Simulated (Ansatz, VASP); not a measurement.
## CaO (Lime): VASP beside Ansatz

Wanted: the spread between two codes on one cell, functional and k mesh. The cell is taken from a series of VASP runs on this material, whose earlier steps may have relaxed, scaled or displaced it; both programs get it as it stands. Valence electrons are named where the data sets of a main pair hold unlike numbers.

Program: Ansatz 0.2.0. Level of theory: plane waves, with VASP 6.6.1 beside it; band structure at PBE0 and band structure at r2SCAN-EpsX with an exact-exchange share of 0.26. Results are calculated unless marked as measured.

## (1) The structure

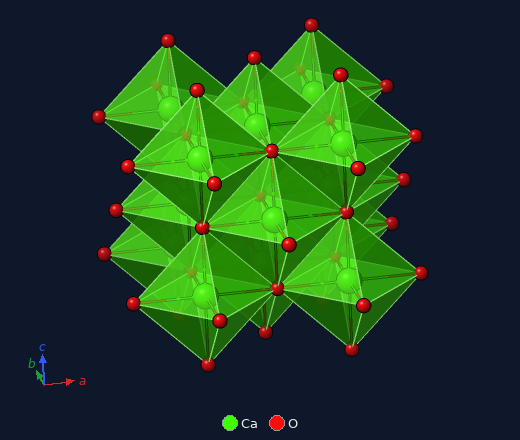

The cell as given, slightly off an axis (calcium green, oxygen red). This picture shows the conventional cell, with its axes. Some periodic images of atoms are drawn too.

As a file:

```cif
data_structure
_symmetry_space_group_name_H-M 'P 1'
_symmetry_Int_Tables_number 1
_cell_length_a 3.4033
_cell_length_b 3.4033
_cell_length_c 3.4033
_cell_angle_alpha 60.000
_cell_angle_beta 60.000
_cell_angle_gamma 60.000
_cell_volume 27.87
loop_
_atom_site_label
_atom_site_type_symbol
_atom_site_fract_x
_atom_site_fract_y
_atom_site_fract_z
_atom_site_occupancy
Ca1 Ca 0.00000 0.00000 0.00000 1
O2 O 0.50000 0.50000 0.50000 1
```

## (2) Ansatz: band structure, PBE0

Ansatz runs on its default PAW (the set named soft_2) files.

Levels along a path test the potential and the projectors away from the mesh points.

input.yaml reads:

```yaml
crystal:
  lattice:
    - [0.0, 2.4065, 2.4065]
    - [2.4065, 0.0, 2.4065]
    - [2.4065, 2.4065, 0.0]
  atoms:
    - { symbol: Ca, position: [0.0, 0.0, 0.0] }
    - { symbol: O, position: [0.5, 0.5, 0.5] }
hamiltonian:
  xc: pbe0
  pseudopotentials: { kind: paw }
kpoints:
  mp_grid: { grid: [5, 5, 5] }
  band_path:
    path:
      - [0.0, 0.0, 0.0]
      - [0.5, 0.0, 0.5]
      - [0.5, 0.22222, 0.72222]
      - [0.40278, 0.34722, 0.75]
      - [0.125, 0.125, 0.25]
      - [0.27778, 0.27778, 0.27778]
      - [0.55556, 0.38889, 0.55556]
      - [0.58333, 0.25, 0.66667]
      - [0.5, 0.30556, 0.69444]
      - [0.48611, 0.48611, 0.52778]
      - [0.625, 0.25, 0.625]
      - [0.5, 0.0, 0.5]
    npoints: 1
scf:
  occupations: { method: gaussian, width: 0.03 }
  n_extra_bands: 7
output:
  forces: true
  stress: true
  eigenvalues: true
  write_density: true
  write_potential: true
  elf: true
  volumetric_format: npy
```

Started as:

```sh
$ ansatz run input.yaml --threads 4 --pin off --max-ram 9216MiB --backend cpu --events-out ev --progress --plain --runs-dir out
```

Numbers of over 12 decimals in the logs are rounded to 6 here.

Output:

```text
Warning: output.stress: scf.convergence.dr2_threshold = 1e-7 eV (the SCF's general default) is looser than the 2e-10 eV advised for a printed stress (1e-10 eV for each atom of the cell: 2). What an SCF threshold leaves in a stress goes as its square root, and in the free energy as the threshold itself, and one threshold admits the most on a small cell: [figures from the program's tests cut] Set scf.convergence.dr2_threshold to 2e-10 eV or tighter. The threshold is an SCF's pass mark: one that does not reach it within its budget of iterations ends unconverged, or closes short of it on a stop that the run arms, and scf.convergence.dr2_threshold's page says what that costs each kind of run
Warning: output.stress: scf.exx.energy_threshold = 1e-6 eV is looser than the 2e-8 eV advised for a stress under a hybrid functional (1e-8 eV for each atom of the cell: 2). Every SCF of the exchange loop can meet its threshold on dr2 while the loop round them stops early: no threshold on dr2 bounds what that leaves in the stress. Set scf.exx.energy_threshold to 2e-8 eV or tighter. The threshold is the loop's pass mark: a loop that does not reach it within its budget of cycles ends unconverged, and scf.exx.energy_threshold's page has the law
scf.n_extra_bands = 7 over 8 filled bands (N_el = 16.0): the run solves 15 bands
Engine: ansatz 0.2.0, x86_64-unknown-linux-gnu
Pseudopotentials: kind: paw
Pseudopotential: Ca, paw, valence charge 10, recommended cutoff 420 eV (normal), Ca.paw.azcp
Pseudopotential: O, paw, valence charge 6, recommended cutoff 420 eV (normal), O.paw.azcp
Functional definition: PBE0
  parameter a = 0.25
  parameter kappa = 0.804
  parameter beta = 0.066725
  exchange = (1 - a)*pbe_x(kappa = kappa, mu = beta*pi^2/3) + a*exact_x
  correlation = pbe_c(beta = beta)
Crystal: 2 atoms, lattice volume = 27.873 Å³
Basis set: ecut = 420 eV, 537 PW (Γ), exchange–correlation on 48×48×48 points (8 copies of the dense FFT grid, shifted against one another)
Bands: 15, of which v1, the nominal top of the filled ones, is band 8 counted from 1 (7 counted from 0)
Symmetry: 48 space group operations
Space group: Fm-3m (ITA 225), of the structure as read, at distance tolerance 3.0e-5 Å
k-points: 10 of 125
Non-local potential: Ca, projectors of the file, l = 0: 3, l = 1: 2, l = 2: 2
Non-local potential: O, projectors of the file, l = 0: 2, l = 1: 2, l = 2: 1
PAW form: soft (Blöchl's): semilocal exchange-correlation on the pseudo side does not see the compensation charge
PAW frozen core: Ca, regenerated for the run's functional, and the local potential with it (the file was generated under x = pbe(κ = 0.804, μ = 0.219515), c = pbe(β = 0.066725))
PAW frozen core: O, regenerated for the run's functional, and the local potential with it (the file was generated under x = pbe(κ = 0.804, μ = 0.219515), c = pbe(β = 0.066725))
PAW one-centre angular grid: Ca, 110 points (default); XC on 64 Gauss nodes
PAW one-centre angular grid: O, 110 points (default); XC on 64 Gauss nodes
Initial density: superposition of atomic densities (neutral atoms: chi_scale 0, normalization atom), corrected by the library's trained network
Initial wavefunctions: pseudopotential atomic-orbital guess
Functional: x = pbe(κ = 0.804, μ = 0.219515), c = pbe(β = 0.066725), warm-up for x = 0.75 pbe(κ = 0.804, μ = 0.219515) + 0.25 exact, c = pbe(β = 0.066725)
SCF iter   1: F=—  HF=-2387.721509 eV  |F-HF|=—  |Δ(HF+E_count)|=         —  Δρ=5.77e-4  dr2=4.48e-5  ethr=1.77e-3  ⟨swp⟩=2.0  Hψ=1048  notcnv=0
preconditioner: auto → none  [insulator: Δε(μ)=3.834 eV  Ē_g=19.953 eV  σ=0.030 eV  W_gap=1.00  n_scr=8 (ndim 8)  ℏωp=26.3 eV  f_vac=0.000  D(μ)=0.00/eV (n_scr^D=0)]
SCF iter   2: F=-2387.721720 eV  HF=-2387.721665 eV  |F-HF|=5.42e-5  |Δ(HF+E_count)|=   1.57e-4  Δρ=2.53e-4  dr2=7.96e-6  ethr=2.80e-7  ⟨swp⟩=3.5  Hψ=354  notcnv=0  defer=4
SCF 1 stopped early in 2 iterations: F = -2387.721720 eV  dr2 = 7.96e-6
  greatest PAW one-centre occupation: 0.995 electrons in one spin orbital (limit 2), on the Ca atom at site 0 (counted from 0), in its partial waves of l = 0
Initial density: handed on by an earlier stage of this run
Initial wavefunctions: those handed on with the density
Functional: x = 0.75 pbe(κ = 0.804, μ = 0.219515) + 0.25 exact, c = pbe(β = 0.066725)
Frozen-core exchange: fock
SCF iter   1: F=—  HF=-2388.650712 eV  |F-HF|=—  |Δ(HF+E_count)|=         —  Δρ=9.40e-3  dr2=4.06e-2  ethr=4.98e-7  ⟨swp⟩=6.3  Hψ=754  notcnv=0
preconditioner: auto → none  [insulator: Δε(μ)=6.466 eV  Ē_g=23.618 eV  σ=0.030 eV  W_gap=1.00  n_scr=8 (ndim 8)  ℏωp=26.3 eV  f_vac=0.000  D(μ)=0.00/eV (n_scr^D=0)]
SCF iter   2: F=—  HF=-2388.640709 eV  |F-HF|=—  |Δ(HF+E_count)|=   1.00e-2  Δρ=8.79e-3  dr2=1.50e-2  ethr=4.98e-7  ⟨swp⟩=4.8  Hψ=541  notcnv=0
SCF iter   3: F=—  HF=-2388.637475 eV  |F-HF|=—  |Δ(HF+E_count)|=   3.23e-3  Δρ=2.14e-3  dr2=2.11e-3  ethr=4.98e-7  ⟨swp⟩=4.1  Hψ=454  notcnv=0
SCF iter   4: F=—  HF=-2388.644909 eV  |F-HF|=—  |Δ(HF+E_count)|=   7.43e-3  Δρ=1.25e-3  dr2=7.05e-4  ethr=4.98e-7  ⟨swp⟩=4.0  Hψ=431  notcnv=0
SCF iter   5: F=—  HF=-2388.644703 eV  |F-HF|=—  |Δ(HF+E_count)|=   2.06e-4  Δρ=1.92e-4  dr2=2.08e-5  ethr=4.98e-7  ⟨swp⟩=3.0  Hψ=276  notcnv=0
SCF iter   6: F=-2388.644791 eV  HF=-2388.644790 eV  |F-HF|=9.82e-7  |Δ(HF+E_count)|=   8.70e-5  Δρ=1.02e-4  dr2=3.01e-6  ethr=5.63e-8  ⟨swp⟩=3.9  Hψ=324  notcnv=0
SCF 2 stopped early in 6 iterations: F = -2388.644791 eV  dr2 = 3.01e-6
  greatest PAW one-centre occupation: 0.996 electrons in one spin orbital (limit 2), on the Ca atom at site 0 (counted from 0), in its partial waves of l = 0
hybrid outer 1: dexx = +8.950e-3 eV, tail = 2.02e-5 eV
Frozen-core exchange: fock
SCF iter   1: F=—  HF=-2388.644883 eV  |F-HF|=—  |Δ(HF+E_count)|=         —  Δρ=6.10e-5  dr2=4.32e-7  ethr=6.32e-7  ⟨swp⟩=4.1  Hψ=388  notcnv=0
preconditioner: auto → none  [insulator: Δε(μ)=6.254 eV  Ē_g=23.544 eV  σ=0.030 eV  W_gap=1.00  n_scr=8 (ndim 8)  ℏωp=26.3 eV  f_vac=0.000  D(μ)=0.00/eV (n_scr^D=0)]
SCF iter   2: F=—  HF=-2388.644883 eV  |F-HF|=—  |Δ(HF+E_count)|=   2.87e-7  Δρ=2.16e-5  dr2=1.04e-7  ethr=2.47e-9  ⟨swp⟩=3.9  Hψ=302  notcnv=0
iter 3 solved again at ethr=1.41e-11 eV; its pass at ethr=5.88e-10 eV (dr2=2.26e-9 eV) is discarded
SCF iter   3: F=-2388.644883 eV  HF=-2388.644883 eV  |F-HF|=4.00e-9  |Δ(HF+E_count)|=   1.74e-8  Δρ=6.40e-6  dr2=3.63e-9  ethr=1.41e-11  ⟨swp⟩=3.1  Hψ=607  notcnv=0
SCF 3 converged in 3 iterations: F = -2388.644883 eV  dr2 = 3.63e-9
  Residual-converged pass: ⟨swp⟩=2.6  Hψ=234  notcnv=0  max |occ|·‖R‖ = 2.2e-6 eV (tolerance 2.4e-6 eV)  dr2=3.64e-9  dr2_onsite=3.75e-10  max |Δocc| = 0.0e0
hybrid outer 2: dexx = +2.829e-7 eV, tail = 1.35e-8 eV, Δε = 2.73e-3 eV (about 9.69e-5 eV left of the loop's levels)
NSCF: frozen V_eff on 12 k-points
hybrid SCF converged: 2 outer / 9 inner (+2 warm-up), last move |dexx| = 2.83e-7 eV, tail = 1.35e-8 eV
Stability not checked: this state was not tested for a lower state beside it, because the functional holds exact exchange (a hybrid, or Hartree-Fock), whose exchange loop this test does not read (fock_operator; see scf.lower_state_search)
Free energy (F): -2388.644883 eV
Frozen-core exchange: fock
Harris-Foulkes:  -2388.644883 eV  (|F-HF|=4.00e-9)
Internal energy: -2388.644883 eV  (E = F + TS)
E sigma→0 (E₀):  -2388.644883 eV
Fermi energy:    9.320993 eV
--- Per-component energies (eV) ---
  E_band       = -140.533200
  E_kinetic    = 456.931471
  E_local      = -892.771017  (includes V_loc(G=0)·N_el)
  E_nonlocal   = 110.034915
  E_hartree    = 296.438577
  E_xc         = -164.417295
  E_vxc        = -206.808128  (∫ρ·V_xc dr)
  E_exx        = -54.961466  (= α·E_x^exact, valence–valence)
  E_paw        = -1011.351969  (= ΣΔE_a)
  E_vpaw       = -90.877023  (= ΣTr[D̂ρ^β])
  E_aug_tail   = 0.002413  (compensation charges beyond the density's cutoff)
  E_ewald      = -1128.379897
  E_core_change = -0.170616  (= ΣΔE_core)
  E_smearing   = -0.000000  (= −TS)
  E_closure    = 0.000001  (closes the sum)
  Σ components = -2388.644883   (vs F -2388.644883, Δ=0.00e0)
--- Forces (eV/Å), atoms counted from 1 ---
  atom   1  Ca    -0.00000000    -0.00000000     0.00000000
  atom   2  O      0.00000000     0.00000000    -0.00000000
  max |Σ_I F_I| component: 1.64e-29 eV/Å
--- Stress (GPa, compression-positive) ---
       -1.123490       0.000000      -0.000000
        0.000000      -1.123490       0.000000
       -0.000000       0.000000      -1.123490
  P = ⅓ Tr σ = -1.1235 GPa (-11.235 kbar)
--- Band table (eV; the first three rows and the last of 10) ---
  k-point 0: bands = [... 4 lower, -10.8481, 6.1938, 6.1938, 6.1938, 13.1235, 15.1440, 15.1440, 15.1440, ... 3 higher]
  k-point 1: bands = [... 4 lower, -10.2713, 5.0077, 5.7070, 5.7070, 14.6635, 15.1009, 15.8525, 15.8525, ... 3 higher]
  k-point 2: bands = [... 4 lower, -9.5776, 3.5777, 5.0368, 5.0368, 15.6845, 16.7757, 17.2566, 17.2566, ... 3 higher]
  k-point 9: bands = [... 4 lower, -10.0488, 4.4530, 5.0722, 5.2183, 14.4006, 16.1302, 17.5813, 18.4859, ... 3 higher]
```

It took 5.3 s on 4 threads of Intel Xeon Gold 6455B (Sapphire Rapids), shared host; peak memory 0.6 GiB; 18 s of CPU time.

Reading the cycles: dr2 is the Hartree energy of the density residual (eV), the measure of convergence; HF is the Harris–Foulkes estimate of the energy, which meets the free energy F at convergence.

## (3) VASP: band structure, PBE0

The same cell, functional, mesh and smearing now go to VASP, with its own data sets.

Lines of VASP's logs that name or quote its potential files are left out, and so is its time.

The run reads the wave functions of an earlier VASP run, which isn't shown here.

INCAR reads:

```
SYSTEM = CaO
PREC = Accurate
ENCUT = 460
EDIFF = 1E-06
NELM = 100
ISMEAR = 0
SIGMA = 0.03
LREAL = .FALSE.
ALGO = Normal
LHFCALC = .TRUE.
AEXX = 0.25
GGA = PE
LASPH = .TRUE.
NBANDS = 14
PRECFOCK = Fast
HFRCUT = -1
LORBIT = 11
LWAVE = .FALSE.
LCHARG = .FALSE.
KPAR = 4
```

POSCAR reads:

```
CaO
1.0
    0.0000000000      2.4065000000      2.4065000000
    2.4065000000      0.0000000000      2.4065000000
    2.4065000000      2.4065000000      0.0000000000
Ca O
1 1
Direct
    0.0000000000      0.0000000000      0.0000000000
    0.5000000000      0.5000000000      0.5000000000
```

KPOINTS reads:

```
Automatic mesh
0
Gamma
5 5 5
0 0 0
```

KPOINTS_OPT reads:

```
Line mode
10
Line-mode
Reciprocal
  0.00000000   0.00000000   0.00000000 GAMMA
  0.50000000   0.00000000   0.50000000 X

  0.50000000   0.00000000   0.50000000 X
  0.50000000   0.25000000   0.75000000 W

  0.50000000   0.25000000   0.75000000 W
  0.37500000   0.37500000   0.75000000 K

  0.37500000   0.37500000   0.75000000 K
  0.00000000   0.00000000   0.00000000 GAMMA

  0.00000000   0.00000000   0.00000000 GAMMA
  0.50000000   0.50000000   0.50000000 L

  0.50000000   0.50000000   0.50000000 L
  0.62500000   0.25000000   0.62500000 U

  0.62500000   0.25000000   0.62500000 U
  0.50000000   0.25000000   0.75000000 W

  0.50000000   0.25000000   0.75000000 W
  0.50000000   0.50000000   0.50000000 L

  0.50000000   0.50000000   0.50000000 L
  0.37500000   0.37500000   0.75000000 K

  0.62500000   0.25000000   0.62500000 U
  0.50000000   0.00000000   0.50000000 X
```

PAW data sets: Ca_sv and O (PBE family, release 64).

Started as:

```sh
$ mpirun -np 4 vasp_std
```

Output:

```text
[banner, memory and clock lines left out]
running    4 mpi-ranks, on    1 nodes
 distrk:  each k-point on    1 cores,    4 groups
 distr:  one band on    1 cores,    1 groups

 POSCAR found type information on POSCAR CaO
 POSCAR found :  2 types and       2 ions
 LDA part: xc-table for (Slater+PW92), standard interpolation
 found WAVECAR, reading the header
 POSCAR, INCAR and KPOINTS ok, starting setup
 FFT: planning ... GRIDC
 FFT: planning ... GRID_SOFT
 FFT: planning ... GRID
 HFRCUT set to (new)   9.404513
 reading WAVECAR
 the WAVECAR file was read successfully
 initial charge from wavefunction
 entering main loop
       N       E                     dE             d eps       ncg     rms          rms(c)
DAV:   1    -0.154837706390E+02   -0.15484E+02   -0.47452E-01   296   0.881E+00    0.113E+00
DAV:   2    -0.154554501392E+02    0.28320E-01   -0.87252E-02   304   0.334E+00    0.436E-01
DAV:   3    -0.154562517370E+02   -0.80160E-03   -0.23872E-02   304   0.125E+00    0.389E-01
DAV:   4    -0.154556195491E+02    0.63219E-03   -0.19570E-03   344   0.500E-01    0.215E-01
DAV:   5    -0.154552009006E+02    0.41865E-03   -0.12536E-03   322   0.337E-01    0.815E-02
DAV:   6    -0.154551601805E+02    0.40720E-04   -0.76102E-05   286   0.954E-02    0.460E-02
DAV:   7    -0.154551217217E+02    0.38459E-04   -0.22793E-05   302   0.543E-02    0.297E-02
DAV:   8    -0.154551177381E+02    0.39835E-05   -0.71406E-06   348   0.272E-02    0.194E-02
DAV:   9    -0.154551159184E+02    0.18198E-05   -0.22673E-06   256   0.160E-02    0.105E-02
DAV:  10    -0.154551157611E+02    0.15724E-06   -0.84969E-07   140   0.943E-03
   1 F= -.15455116E+02 E0= -.15455116E+02  d E =-.284819E-41
 Start KPOINTS_OPT (optional k-point list driver)
k-point batch [1-10\100]
       N       E                     dE             ncg
DAV:   1    -0.698157792519E+03   -0.40240E+04      280
DAV:   2    -0.212811256687E+04   -0.14300E+04      352
DAV:   3    -0.221607179447E+04   -0.87959E+02      310
DAV:   4    -0.221840881363E+04   -0.23370E+01      412
DAV:   5    -0.221845183853E+04   -0.43025E-01      348
DAV:   6    -0.221845253789E+04   -0.69936E-03      404
DAV:   7    -0.221845255607E+04   -0.18179E-04      278
DAV:   8    -0.221845255653E+04   -0.45853E-06      206
[...]
k-point batch [91-100\100]
       N       E                     dE             ncg
DAV:   1    -0.819868985015E+03   -0.72374E+04      280
DAV:   2    -0.217136937318E+04   -0.13515E+04      322
DAV:   3    -0.224513222225E+04   -0.73763E+02      340
DAV:   4    -0.224746548929E+04   -0.23333E+01      444
DAV:   5    -0.224752480257E+04   -0.59313E-01      396
DAV:   6    -0.224752621709E+04   -0.14145E-02      468
DAV:   7    -0.224752628299E+04   -0.65900E-04      408
DAV:   8    -0.224752628455E+04   -0.15576E-05      370
DAV:   9    -0.224752628467E+04   -0.11753E-06      290
```

OUTCAR, selected parts (step 3):

```text
ion  position               nearest neighbor table
   1  0.000  0.000  0.000-   2 2.41   2 2.41   2 2.41   2 2.41   2 2.41   2 2.41
   2  0.500  0.500  0.500-   1 2.41   1 2.41   1 2.41   1 2.41   1 2.41   1 2.41

  LATTYP: Found a face centered cubic cell.
 ALAT       =     4.8130000000

 Subroutine GETGRP returns: Found 48 space group operations
 (whereof 48 operations were pure point group operations)

The static configuration has the point symmetry O_h .

 Found     10 irreducible k-points:

   k-points           NKPTS =     10   k-points in BZ     NKDIM =    125   number of bands    NBANDS=     14

   dimension x,y,z NGX =    24 NGY =   24 NGZ =   24
   dimension x,y,z NGXF=    48 NGYF=   48 NGZF=   48

   ENCUT  =  460.0 eV  33.81 Ry    5.81 a.u.   5.95  5.95  5.95*2*pi/ulx,y,z

   NELECT =      16.0000    total number of electrons

 k-points in reciprocal lattice and weights: Automatic mesh
   0.00000000  0.00000000  0.00000000       0.008
   0.20000000  0.00000000  0.00000000       0.064
   0.40000000  0.00000000  0.00000000       0.064
   0.20000000  0.20000000  0.00000000       0.048
   0.40000000  0.20000000  0.00000000       0.192
  -0.40000000  0.20000000  0.00000000       0.192
  -0.20000000  0.20000000  0.00000000       0.096
   0.40000000  0.40000000  0.00000000       0.048
  -0.40000000  0.40000000  0.00000000       0.096
  -0.40000000  0.40000000  0.20000000       0.192

  exchange ACFDT corr.  =         0.00000000  see jH, gK, PRB 81, 115126

 average (electrostatic) potential at core
       1 -38.6949       2 -63.4678

 E-fermi :   1.1568

 k-point     1 :       0.0000    0.0000    0.0000
  band No.  band energies     occupation
    ...
      4     -18.6546      2.00000
      5     -16.1806      2.00000
      6       0.8756      2.00000
      7       0.8756      2.00000
      8       0.8757      2.00000
      9       7.7805      0.00000
     10       9.8217      0.00000
     11       9.8217      0.00000
     12       9.8217      0.00000
     13      11.4434      0.00000
    ...

 k-point     2 :       0.2000    0.0000    0.0000
  band No.  band energies     occupation
    ...
      4     -18.6728      2.00000
      5     -15.5977      2.00000
      6      -0.3193      2.00000
      7       0.3819      2.00000
      8       0.3819      2.00000
      9       9.3307      0.00000
     10       9.7789      0.00000
     11      10.5344      0.00000
     12      10.5344      0.00000
     13      12.3859      0.00000
    ...

 k-point     3 :       0.4000    0.0000    0.0000
  band No.  band energies     occupation
    ...
      4     -18.7010      2.00000
      5     -14.8948      2.00000
      6      -1.7585      2.00000
      7      -0.2938      2.00000
      8      -0.2937      2.00000
      9      10.3657      0.00000
     10      11.4514      0.00000
     11      11.9447      0.00000
     12      11.9447      0.00000
     13      14.0947      0.00000
    ...

  energy-cutoff  :      460.00
  volume of cell :       27.87
      direct lattice vectors                 reciprocal lattice vectors
     0.000000000  2.406500000  2.406500000    -0.207770621  0.207770621  0.207770621
     2.406500000  0.000000000  2.406500000     0.207770621 -0.207770621  0.207770621
     2.406500000  2.406500000  0.000000000     0.207770621  0.207770621 -0.207770621

 POSITION                                       TOTAL-FORCE (eV/Angst)
 -----------------------------------------------------------------------------------
      0.00000      0.00000      0.00000         0.000000      0.000000      0.000000
      2.40650      2.40650      2.40650         0.000000      0.000000     -0.000000
 -----------------------------------------------------------------------------------
    total drift:                                0.000000     -0.000000     -0.000000

  FREE ENERGIE OF THE ION-ELECTRON SYSTEM (eV)
  ---------------------------------------------------
  free  energy   TOTEN  =       -15.4551157611 eV

  energy  without entropy=      -15.4551157611  energy(sigma->0) =      -15.45511576

 total charge
# of ion       s       p       d       tot
------------------------------------------
    1        2.037   5.886   0.256   8.178
    2        1.560   3.488   0.000   5.047
--------------------------------------------------
tot          3.596   9.374   0.256  13.226

[... 3 further parts left out ...]
```

The k-mesh is coarse for unscreened exact exchange, which converges slowly with it.

(Continued in part 2 of 2.)

[Lines on the potential files, build, host, timing and source positions are cut from VASP's logs without a mark.]

[Logs are printed without paths, hosts, clocks, repeated set-up lines and the standing remarks that a program may print on its own settings, such as how far it seeks lower states.]

[Hosts, paths, dates, database ids (printed as entryN), source tags and the programs' standing remarks are cut or masked in the printed files.]
